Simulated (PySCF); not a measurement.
C5H4F3P (SMILES C#CP(C)C(F)=C(F)F)

Input

```
{"job": {"kind": "nmr", "xc": "PBE0", "basis": "pcSseg-1"}, "charge": 0, "multiplicity": 1}
C     -1.379138     2.195220    -0.102381
C     -0.913985     1.175309     0.330567
P     -0.284763    -0.273482     1.123648
C     -1.294703    -1.526677     0.209298
C      1.236104    -0.422087     0.078842
F      1.491023    -1.635021    -0.451222
C      2.144727     0.536815    -0.050794
F      1.981946     1.743905     0.477426
F      3.287785     0.465871    -0.718757
H     -1.772308     3.076167    -0.520003
H     -1.293193    -1.332782    -0.862169
H     -0.892130    -2.519528     0.403720
H     -2.315753    -1.483223     0.584932
```

Command:

```sh
OMP_NUM_THREADS=1 python probes_run.py task.json out
```

Geometry: GFN2-xTB.

These are results of PBE0/pcSseg-1, SCF density, gas phase, non-relativistic in PySCF 2.14.0, not measurements.

### What can the converged electron density and electron localisation function tell about the bonding?

C–F (1.33 Å): ρ at the midpoint is about 2.4 e/Å³; the ELF peaks at about 0.85 between the atoms, as expected for a polar covalent bond.
C–C (1.33 Å): the density is about 2.3 e/Å³ at the midpoint; the ELF peaks at about 0.90 between the atoms: a short, multiple covalent bond.
C–P (1.85 Å): the density is about 1.1 e/Å³ at the midpoint; the ELF peaks at about 0.95 between the atoms; localised, covalent bonding.

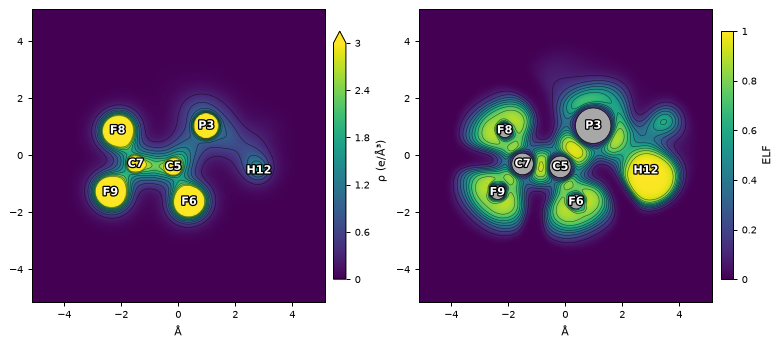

Computed electron density and electron localisation function on the plane of atoms F8, C7 and F9, in this order. Grey discs cover the atomic cores in the ELF map. 
